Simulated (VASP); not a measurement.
# MnCuO2 (Crednerite): structure and properties in VASP, part 2 of 2

How well does PBEsol + U reproduce what experiment finds for MnCuO2 (Crednerite)? The cell is relaxed first, and properties follow on it. The start is a cell from a database of measured crystal structures.

VASP 6.6.1; PBEsol, DFT+U (Cu d 5 eV, Mn d 4 eV), spin-polarised from a ferromagnetic start; plane waves and PAW (Mn_pv, Cu, O).

Still holding for the runs below: The cell holds one magnetic atom, so no antiferromagnetic order fits into it.

So far, gap on the k-mesh (eV): 0.405 in steps 2, 3 and 4.

The database entry behind the starting cell differs from later determinations by our own check (a about 1 % short, old inner coordinates), so it need not match the best structure at ambient conditions.

**6. Total and projected DOS (PBEsol + U)**

Here the states are counted by energy and projected on the atoms. The mesh is finer than in the run before.

INCAR

```
SYSTEM = MnCuO2
PREC = Accurate
ENCUT = 520
EDIFF = 1E-06
NELM = 100
ISMEAR = -5
SIGMA = 0.05
LREAL = .FALSE.
ALGO = Normal
GGA = PS
NBANDS = 34
ISPIN = 2
MAGMOM = 3.909 -0.005 -0.017 -0.017
LDAU = .TRUE.
LDAUTYPE = 2
LDAUL = 2 2 -1
LDAUU = 4 5 0
LDAUJ = 0 0 0
LDAUPRINT = 1
LASPH = .TRUE.
LMAXMIX = 4
LORBIT = 11
LWAVE = .FALSE.
LCHARG = .FALSE.
KPAR = 4
NEDOS = 2001
```

POSCAR

```
MnCuO2
1.0
    2.7926571158     -1.4583286311      0.0299771144
    2.7926571158      1.4583286311      0.0299771144
   -1.4439861849      0.0000000000      5.6408443961
Mn Cu O
1 1 2
Direct
    0.0000000000      0.0000000000      0.0000000000
    0.5000000000      0.5000000000      0.5000000000
    0.4021530575      0.4021530575      0.1806834249
    0.5978469425      0.5978469425      0.8193165751
```

KPOINTS

```
Automatic mesh
0
Gamma
13 13 6
0 0 0
```

PAW data sets: Mn_pv, Cu and O (PBE family, release 64).

Started as:

```sh
$ mpirun -np 4 vasp_std
```

It took 2 min on 4 MPI ranks of AMD EPYC 9R45, shared host; peak memory 2.7 GiB.

This step gave:

```yaml
irreducible_k_points: 280
fermi_energy: 4.894 eV
pressure: -0.01399 GPa
conduction_bottom_at_k: -0.1538, 0.1538, 0.5
least_direct_gap_at_k: 0.4615, 0.1538, 0.5
gap_on_the_k_mesh: 0.3609 eV
least_direct_gap_on_the_k_mesh: 1.129 eV
```

The density of states has structure finer than the step of the table below, so its rows give means over 1 eV, whole bins alone (the curve runs from -12.0 to 8.35 eV). Peaks (eV: height): total up -3.3: 4.92, -3.0: 4.90, -2.7: 4.45, -2.6: 4.31; total down -3.1: 4.02, -2.0: 5.25, 3.4: 5.38, 4.1: 4.16; Cu d up -4.6: 0.604, -3.0: 3.24, -2.7: 3.44, -2.6: 3.19; Cu d down -3.1: 3.24, -2.7: 3.27, -2.3: 2.73, -2.0: 3.30; Mn d up -4.3: 1.46, -4.0: 2.08, -3.4: 1.18, 0.8: 1.20.

States under -12.0 eV and over 8.3 eV are left out. Table of density of states by energy, zero at the valence-band top; means over each step; 7 of 17 lines; values in states/eV/cell:

```
energy (eV)  total up  total down  Cu d up  Cu d down  Mn d up  Mn d down   O p up
         -9         0           0        0          0        0          0        0
         -8     0.480      6.5e-5   0.0316     9.2e-6    0.148          0    0.156
         -7      1.52       0.695    0.106      0.116    0.476     0.0292    0.505
         -6      1.82        1.27    0.102      0.153    0.709     0.0703    0.606
         -5      1.76        1.84    0.225      0.333    0.709      0.146    0.489
         -4      2.19        2.02    0.402      0.400     1.11      0.109    0.392
         -3      3.73        2.28     2.26       1.80    0.618     0.0236    0.407
         -2      1.94        2.37     1.02       1.54    0.206     0.0774    0.438
         -1      1.40       0.590    0.471      0.372    0.292     0.0156    0.387
          0     0.215           0   0.0581          0   0.0515          0   0.0687
          1     0.922           0   0.0489          0    0.466          0    0.269
          2    0.0671       0.676  0.00706     0.0502   0.0251      0.375   0.0226
          3     0.390        2.72   0.0758     0.0693  0.00932       2.04   0.0780
          4     0.556        2.17   0.0674     0.0426   0.0181       1.53    0.104
          5    0.0580       0.484  0.00292     0.0293  0.00111      0.196  0.00609
          6     0.272       0.124   0.0224     0.0112  0.00399    0.00869   0.0297
          7     0.465       0.429   0.0314     0.0341  0.00710     0.0233   0.0516
```

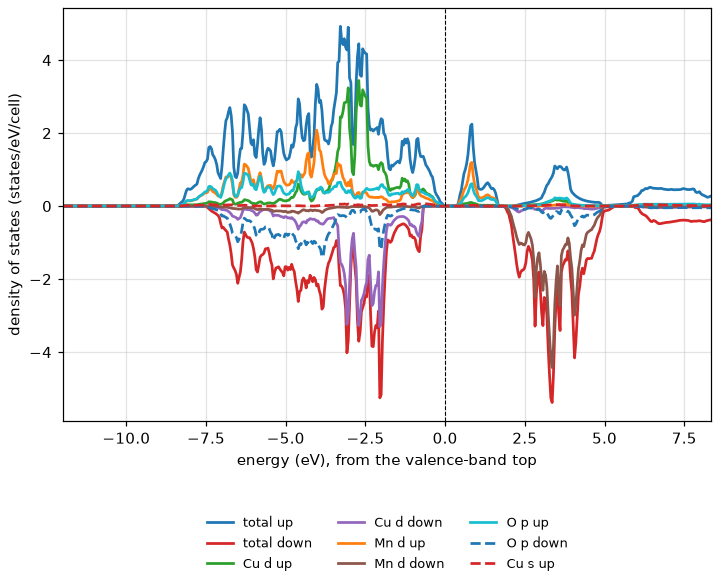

Density of states against energy. Down spins are drawn negative.

The gap on this mesh is 0.36 eV. In the top eV of the valence band the largest shares in the PAW spheres are Cu d 38 %, O p 26 % and Mn d 17 %; in the lowest eV of the conduction band, Mn d 51 %, O p 28 % and Cu d 5 %. The rest lies in smaller channels or between the spheres.

**7. Zone-centre phonons (PBEsol + U)**

Zone-centre modes test whether the atoms sit at a minimum within this cell. IBRION = 6 takes the force constants from differences of forces between displaced cells, so the forces must be tight.

INCAR, as its differences from that of step 6:

```diff
@@ -3,5 +3,5 @@
 ENCUT = 520
-EDIFF = 1E-06
+EDIFF = 1E-08
 NELM = 100
-ISMEAR = -5
+ISMEAR = 0
 SIGMA = 0.05
@@ -10,3 +10,3 @@
 GGA = PS
-NBANDS = 34
+NBANDS = 26
 ISPIN = 2
@@ -25,2 +25,6 @@
 KPAR = 4
-NEDOS = 2001
+IBRION = 6
+NFREE = 2
+POTIM = 0.015
+ISIF = 2
+NSW = 1
```

POSCAR is that of step 6.

KPOINTS

```
Automatic mesh
0
Gamma
9 9 4
0 0 0
```

Started as:

```sh
$ mpirun -np 4 vasp_std
```

The job ended after 8 min (4 MPI ranks; peak memory 2.4 GiB; 32 min of CPU time).

The last energy, forces, stress and levels in OUTCAR belong to the last displaced cell, not to the cell of POSCAR.

This step gave:

```
bands                     : 26
irreducible k-points      : 95
pressure of the cell      : 0.01732 GPa
largest force of the cell : 0.001975 eV/Å
```

Transverse limit, no LO-TO splitting. The modes at Γ (shares of kinetic energy by element, %):

```
mode  frequency (cm⁻¹)  symmetry  Mn %  Cu %  O %
   1              -0.4  acoustic    37    42   21
   2              -0.4  acoustic    37    42   21
   3              -0.3  acoustic    37    42   21
   4             120.5        Bu    38    56    7
   5             134.4        Au    32    57   10
   6             275.0        Bu    42    19   40
   7             315.6        Ag     0     0  100
   8             370.7        Bg     0     0  100
   9             418.5        Bu    37    30   33
  10             499.3        Au    31     1   69
  11             665.9        Ag     0     0  100
  12             673.6        Bu    11    12   78
```

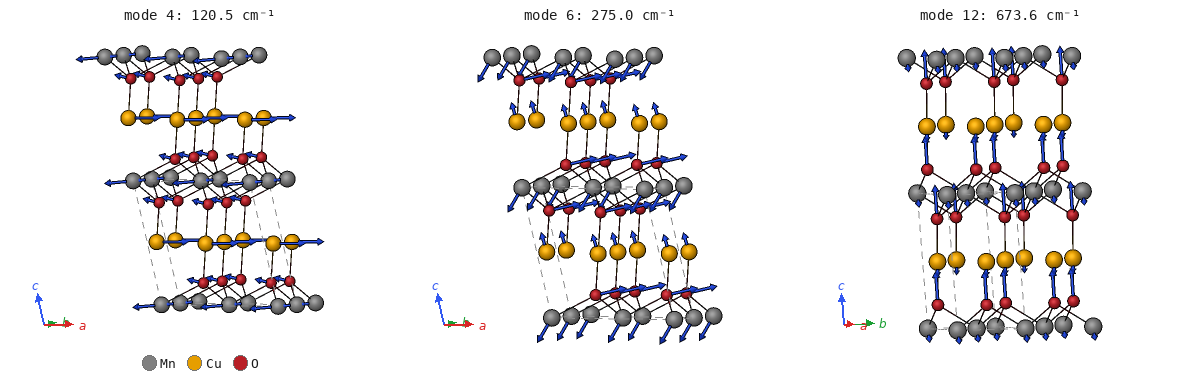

Displacement patterns of modes 4, 6 and 12 at Γ; arrows are exaggerated. 1×2×2 conventional cells are drawn. Some periodic images of atoms are drawn too.

The three acoustic modes lie within 0.4 cm⁻¹ of zero, and all others are real. By the characters of their eigenvectors the optical modes sort into (cm⁻¹) Raman active: Ag 316, Bg 371, Ag 666; infrared active: Bu 120, Au 134, Bu 275, Bu 419, Au 499, Bu 674. With a centre of inversion no mode is active in both.

**8. Volume scan with PBEsol + U, volume scale 0.94**

An equation of state needs energies on both sides of the minimum, all on one mesh and cutoff.

INCAR, as its differences from that of step 7:

```diff
@@ -3,3 +3,3 @@
 ENCUT = 520
-EDIFF = 1E-08
+EDIFF = 1E-06
 NELM = 100
@@ -25,6 +25,2 @@
 KPAR = 4
-IBRION = 6
-NFREE = 2
-POTIM = 0.015
 ISIF = 2
-NSW = 1
```

POSCAR

```
MnCuO2
1.0
    2.7356481170     -1.4285584690      0.0293651648
    2.7356481170      1.4285584690      0.0293651648
   -1.4145088079      0.0000000000      5.5256928118
Mn Cu O
1 1 2
Direct
    0.0000000000      0.0000000000      0.0000000000
    0.5000000000      0.5000000000      0.5000000000
    0.4021530575      0.4021530575      0.1806834249
    0.5978469425      0.5978469425      0.8193165751
```

KPOINTS is that of step 7.

Started as:

```sh
$ mpirun -np 4 vasp_std
```

Elapsed: 30 s, on 4 MPI ranks; peak memory 1.1 GiB.

The scan keeps the cell's shape and the fractional positions fixed.

Numbers from this step:

```
free energy (TOTEN)            : -25.67 eV
Fermi energy                   : 5.941 eV
pressure                       : 11.01 GPa
conduction bottom at k         : -0.2222, 0.1111, 0.5
least direct gap at k          : 0.4444, 0.1111, 0.5
gap on the k-mesh              : 0.4921 eV
least direct gap on the k-mesh : 1.326 eV
```

Spin moment in the PAW sphere by atom:

```
atom  spin moment in the PAW sphere (μB)
 Mn1                                3.85
 Cu2                                0.01
  O3                                0.01
  O4                                0.01
```

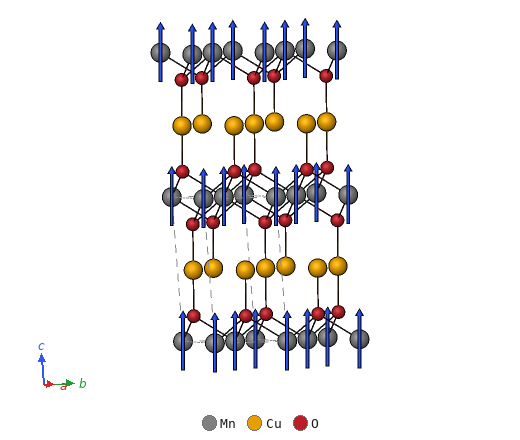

Spin moment in the PAW sphere as arrows, the longest 3.85 μB. Up and down stand for the sign. Arrows give size and sign along the axis of quantisation, drawn up and down the page. 1×2×2 conventional cells are drawn. Some periodic images of atoms are drawn too.

Force by atom:

```
atom  x (eV/Å)  y (eV/Å)  z (eV/Å)   size
 Mn1     0.000     0.000     0.000  0.000
 Cu2     0.000     0.000     0.000  0.000
  O3    -0.250     0.000     0.076  0.262
  O4     0.250     0.000    -0.076  0.262
```

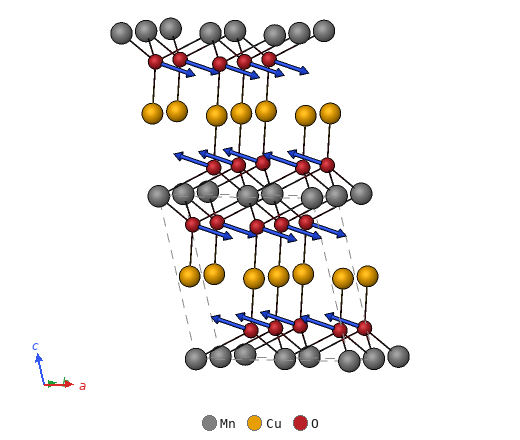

Force as arrows, the longest 0.262 eV/Å. 1×2×2 conventional cells are drawn. Some periodic images of atoms are drawn too.

The pressure here is 11.01 GPa.

**9. Volume scan with PBEsol + U, volume scale 0.96**

INCAR is that of step 8.

POSCAR

```
MnCuO2
1.0
    2.7549138794     -1.4386190713      0.0295719686
    2.7549138794      1.4386190713      0.0295719686
   -1.4244704657      0.0000000000      5.5646074236
Mn Cu O
1 1 2
Direct
    0.0000000000      0.0000000000      0.0000000000
    0.5000000000      0.5000000000      0.5000000000
    0.4021530575      0.4021530575      0.1806834249
    0.5978469425      0.5978469425      0.8193165751
```

KPOINTS is that of step 8.

Started as:

```sh
$ mpirun -np 4 vasp_std
```

Run time: 31 s. Hardware: 4 MPI ranks; peak memory 1.2 GiB.

Numbers from this step:

* free energy (TOTEN): -25.72 eV
* Fermi energy: 5.641 eV
* pressure: 6.877 GPa
* least direct gap at k: -0.3333, 0.3333, 0
* gap on the k-mesh: 0.4630 eV
* least direct gap on the k-mesh: 1.248 eV

Force by atom:

```
atom  x (eV/Å)  y (eV/Å)  z (eV/Å)   size
 Mn1     0.000     0.000     0.000  0.000
 Cu2     0.000     0.000     0.000  0.000
  O3    -0.159     0.000     0.046  0.166
  O4     0.159     0.000    -0.046  0.166
```

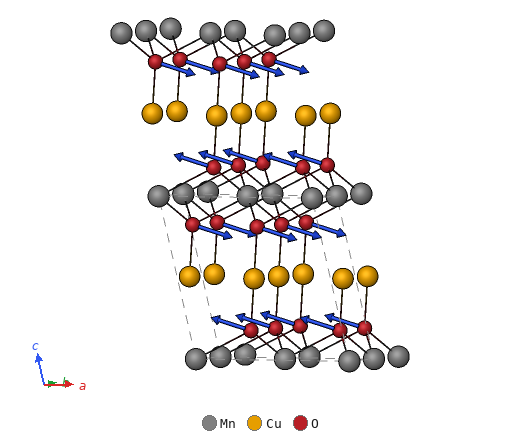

Force as arrows, the longest 0.166 eV/Å. 1×2×2 conventional cells are drawn. Some periodic images of atoms are drawn too.

The pressure falls from 11.01 to 6.88 GPa.

**10. Volume scan with PBEsol + U, volume scale 0.98**

INCAR is that of step 9.

POSCAR

```
MnCuO2
1.0
    2.7739138858     -1.4485408957      0.0297759197
    2.7739138858      1.4485408957      0.0297759197
   -1.4342947104      0.0000000000      5.6029852393
Mn Cu O
1 1 2
Direct
    0.0000000000      0.0000000000      0.0000000000
    0.5000000000      0.5000000000      0.5000000000
    0.4021530575      0.4021530575      0.1806834249
    0.5978469425      0.5978469425      0.8193165751
```

KPOINTS is that of step 9.

Started as:

```sh
$ mpirun -np 4 vasp_std
```

It took 31 s on 4 MPI ranks; peak memory 1.2 GiB.

Spin moment in the PAW sphere by atom:

```
atom  spin moment in the PAW sphere (μB)
 Mn1                                3.89
 Cu2                                0.00
  O3                               -0.01
  O4                               -0.01
```

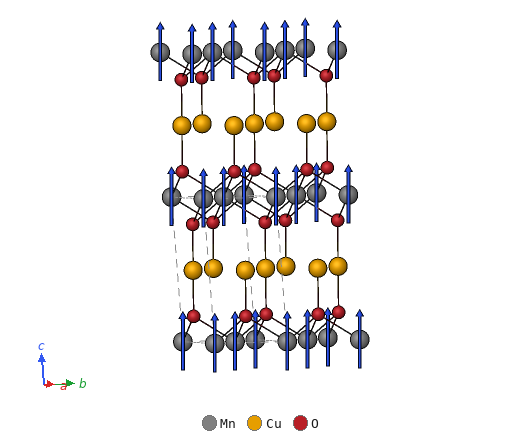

Spin moment in the PAW sphere as arrows, the longest 3.89 μB. Up and down stand for the sign. Arrows give size and sign along the axis of quantisation, drawn up and down the page. 1×2×2 conventional cells are drawn. Some periodic images of atoms are drawn too.

The pressure falls from 6.88 to 3.29 GPa.

**11. Volume scan with PBEsol + U, volume scale 1**

INCAR is that of step 10.

POSCAR

```
MnCuO2
1.0
    2.7926571158     -1.4583286311      0.0299771144
    2.7926571158      1.4583286311      0.0299771144
   -1.4439861849      0.0000000000      5.6408443961
Mn Cu O
1 1 2
Direct
    0.0000000000      0.0000000000      0.0000000000
    0.5000000000      0.5000000000      0.5000000000
    0.4021530575      0.4021530575      0.1806834249
    0.5978469425      0.5978469425      0.8193165751
```

KPOINTS is that of step 10.

Started as:

```sh
$ mpirun -np 4 vasp_std
```

Wall time 32 s (4 MPI ranks); peak memory 1.2 GiB.

The pressure falls from 3.29 to 0.00 GPa.

The run ends at a pressure of 0.00 GPa, with forces up to 0.0034 eV/Å.

**12. Volume scan with PBEsol + U, volume scale 1.02**

INCAR is that of step 11.

POSCAR

```
MnCuO2
1.0
    2.8111520728     -1.4679867181      0.0301756441
    2.8111520728      1.4679867181      0.0301756441
   -1.4535492860      0.0000000000      5.6782020702
Mn Cu O
1 1 2
Direct
    0.0000000000      0.0000000000      0.0000000000
    0.5000000000      0.5000000000      0.5000000000
    0.4021530575      0.4021530575      0.1806834249
    0.5978469425      0.5978469425      0.8193165751
```

KPOINTS is that of step 11.

Started as:

```sh
$ mpirun -np 4 vasp_std
```

The job ended after 32 s (4 MPI ranks; peak memory 1.2 GiB).

The pressure falls from 0.00 to -2.95 GPa.

The run ends at a pressure of -2.95 GPa, with forces up to 0.072 eV/Å.

**13. Volume scan with PBEsol + U, volume scale 1.04**

INCAR is that of step 12.

POSCAR

```
MnCuO2
1.0
    2.8294068185     -1.4775193665      0.0303715954
    2.8294068185      1.4775193665      0.0303715954
   -1.4629881822      0.0000000000      5.7150745454
Mn Cu O
1 1 2
Direct
    0.0000000000      0.0000000000      0.0000000000
    0.5000000000      0.5000000000      0.5000000000
    0.4021530575      0.4021530575      0.1806834249
    0.5978469425      0.5978469425      0.8193165751
```

KPOINTS is that of step 12.

Started as:

```sh
$ mpirun -np 4 vasp_std
```

It took 33 s on 4 MPI ranks; peak memory 1.2 GiB.

The pressure falls from -2.95 to -5.56 GPa.

The run ends at a pressure of -5.56 GPa, with forces up to 0.14 eV/Å.

**14. Volume scan with PBEsol + U, volume scale 1.06**

A prediction first. A parabola through the 6 pressures of evenly scaled cells so far, P = -0.02 -155.3 t +364 t² GPa with t = ln(V/V₁) and V₁ the volume at scale 1, gives -7.83 GPa at t = +0.0583.

INCAR is that of step 13.

POSCAR

```
MnCuO2
1.0
    2.8474290039     -1.4869305716      0.0305650502
    2.8474290039      1.4869305716      0.0305650502
   -1.4723068295      0.0000000000      5.7514772756
Mn Cu O
1 1 2
Direct
    0.0000000000      0.0000000000      0.0000000000
    0.5000000000      0.5000000000      0.5000000000
    0.4021530575      0.4021530575      0.1806834249
    0.5978469425      0.5978469425      0.8193165751
```

KPOINTS is that of step 13.

Started as:

```sh
$ mpirun -np 4 vasp_std
```

Elapsed: 33 s, on 4 MPI ranks; peak memory 1.2 GiB.

The pressure falls from -5.56 to -7.89 GPa. The parabola predicted -7.83 GPa, +0.05 GPa off.

**15. Side by side**

Times are for 4 MPI ranks of AMD EPYC 9R45, shared host. The series side by side:

```
no.  volume scale  energy above the lowest point (meV/atom)  pressure (GPa)  gap on the k-mesh (eV)  time  memory (GiB)
  1          0.94                                     23.41           11.01                  0.4921  30 s           1.1
  2          0.96                                     10.22           6.877                  0.4630  31 s           1.2
  3          0.98                                      2.61           3.286                  0.4340  31 s           1.2
  4             1                                         0       -0.003840                  0.4053  32 s           1.2
  5          1.02                                      1.84          -2.948                  0.3770  32 s           1.2
  6          1.04                                      7.64          -5.560                  0.3491  33 s           1.2
  7          1.06                                     16.98          -7.887                  0.3221  33 s           1.2
```

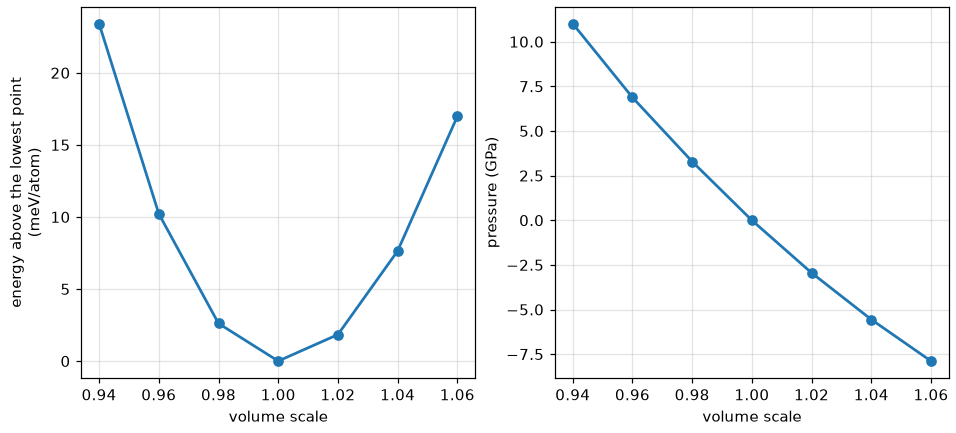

The series as plots.

**16. Fit for PBEsol + U**

This step: Birch-Murnaghan fit, PBEsol, DFT+U (Cu d 5 eV, Mn d 4 eV); plane waves and PAW (VASP 6.6.1).

This step runs nothing: it gathers the runs above.

Numbers from this step:

| Quantity | Value |
| --- | --- |
| pressure derivative of the bulk modulus | 4.746 |
| r.m.s. error of the fit | 3.24e-6 eV/atom |
| minimum inside the sampled range | yes |
| bulk modulus | 153.5 GPa |
| equilibrium volume of the fit | 11.53 Å³/atom |

Energy above the fitted minimum against volume:

```
volume (Å³/atom)  energy above the fitted minimum (eV/atom)
          10.827                                     0.0234
          11.057                                     0.0102
          11.288                                    0.00262
          11.518                                     6.9e-6
          11.748                                    0.00185
          11.979                                    0.00765
          12.209                                     0.0170
```

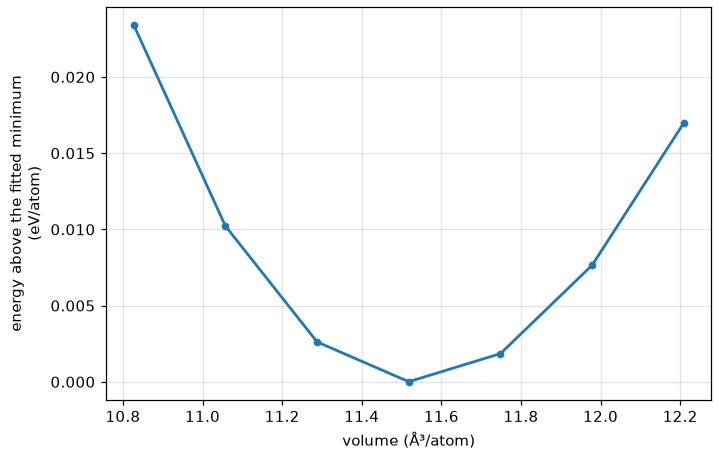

Energy above the fitted minimum against volume.

The fitted volume lies +0.14 % from the relaxed one. At a finite cutoff and mesh the minimum of the energy and the zero of the stress don't quite coincide, and the relaxation stops at a threshold. The atoms bear forces along the scan, since they were held; freeing them would lower the modulus.

**17. Self-consistent run (PBEsol + U), changed input**

This step: PBEsol, DFT+U (Cu d 5 eV, Mn d 4 eV), spin-polarised from a ferromagnetic start; plane waves and PAW (Mn_pv, Cu, O) (VASP 6.6.1).

A single point gives energy, forces and stress at these settings. Some settings are moved from the usual, to see what they do.

INCAR, as its differences from that of step 14:

```diff
@@ -6,3 +6,3 @@
 ISMEAR = 0
-SIGMA = 0.05
+SIGMA = 0.1
 LREAL = .FALSE.
```

POSCAR

```
MnCuO2
1.0
    2.7926571158     -1.4583286311      0.0299771144
    2.7926571158      1.4583286311      0.0299771144
   -1.4439861849      0.0000000000      5.6408443961
Mn Cu O
1 1 2
Direct
    0.0000000000      0.0000000000      0.0000000000
    0.5000000000      0.5000000000      0.5000000000
    0.4021530575      0.4021530575      0.1806834249
    0.5978469425      0.5978469425      0.8193165751
```

KPOINTS

```
Automatic mesh
0
Gamma
4 4 2
0 0 0
```

Started as:

```sh
$ mpirun -np 4 vasp_std
```

Wall time 7.8 s (4 MPI ranks); peak memory 0.7 GiB.

The run converged; its settings lie outside those of the reference runs, so its numbers are set aside.

Against the sound run on this cell (volume scan with PBEsol + U) the energy at zero smearing moves by +3.2 meV an atom and the pressure by +0.14 GPa.

Settings moved from the usual: SIGMA = 0.1 and k-mesh = 4×4×2.

The mesh holds 14 irreducible points against 95.

**18. Summary of results**

- relaxed volume: 11.52 Å³/atom
- relaxed conventional cell a, b, c: 5.586, 2.917, 5.823 Å; angles 90.0, 103.7, 90.0°
- space group after relaxing, within 0.02 Å: C2/m (No. 12)
- moment of the cell (13×13×6 mesh): 4 μB
- largest site moment (13×13×6 mesh): 3.91 μB on Mn1
- band gap: 0.351 eV, indirect (least direct gap of that run 1.09 eV)
- gap on the dense mesh: 0.361 eV
- highest zone-centre mode: 674 cm⁻¹
- bulk modulus from the fit: 153 GPa
- volume from the fit: 11.5 Å³/atom

With PBEsol + U, MnCuO2 (Crednerite) relaxes to 11.52 Å³/atom in space group C2/m, has an indirect gap of 0.351 eV, keeps moments of up to 3.91 μB (13×13×6 mesh) and has a bulk modulus of 153 GPa at fixed shape and positions, an upper bound. Against the listed cell the volume lies +1.2 % (a +1.0 %, b +1.1 %, c -1.3 %). Band structure (PBEsol + U), spin up: On this path the gap is indirect, 0.35 eV, with the valence top at Γ and the conduction bottom between I1 and Z. The least direct gap is 1.09 eV. Band structure (PBEsol + U), spin down: The path shows an indirect gap of 2.45 eV (valence top between X and Γ, conduction bottom at Γ). The least direct gap is 2.63 eV. Zone-centre phonons (PBEsol + U): The highest mode at Γ, 673.6 cm⁻¹, is mostly motion of O (78 % of the kinetic energy). A measured bulk modulus is not set beside the scan, since shape and positions were held. Semilocal functionals usually underestimate gaps. Only the typed magnetic starts were tried, so the magnetic ground state may differ and with it the other results. Modes at Γ alone can't show that the crystal is stable at other wave vectors, and the LO-TO splitting is not included. No search among competing phases was made, and a listed structure need not be the one stable at ambient conditions. All values are for a static lattice at zero temperature.

Comparison with the measured values:

| quantity | measured | PBEsol, DFT+U |
| --- | --- | --- |
| Raman mode, Ag in-plane mode (cm⁻¹) | 312.5 | 316 (+1.0 %) |
| Raman mode, Bg in-plane mode (cm⁻¹) | 388.8 | 371 (-4.6 %) |
| Raman mode, Ag, O-Cu-O stretch (cm⁻¹) | 688.7 | 666 (-3.3 %) |

Measured values from arxiv:2104.06281 (2021).

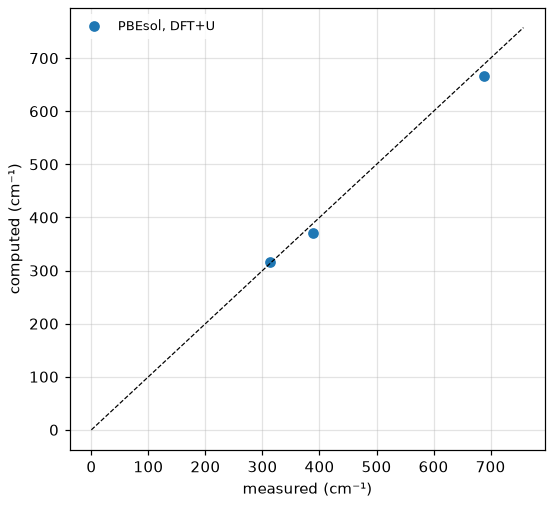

Computed against measured frequencies; the dashed line marks agreement.

How well it matches: Measured modes were matched to the nearest mode of that symmetry; at PBEsol, DFT+U, 3 of them have a partner, and the computed frequencies miss them by 3.0 % on average (mean signed -2.3 %). The magnetic state of these runs (an ordered one) need not be that of the sample, so the match is not graded. For Raman mode the calculation has a static lattice, without zero-point motion or thermal expansion.

[Lines on the potential files, build, host, timing and source positions are cut from VASP's logs without a mark.]

[Logs are printed without paths, hosts, clocks, repeated set-up lines and the standing remarks that a program may print on its own settings, such as how far it seeks lower states.]

[Hosts, paths, dates, database ids (printed as entryN), source tags and the programs' standing remarks are cut or masked in the printed files.]

[Measured values are set beside computed ones only where the two were judged alike; some that the calculation misses by far are left out.]
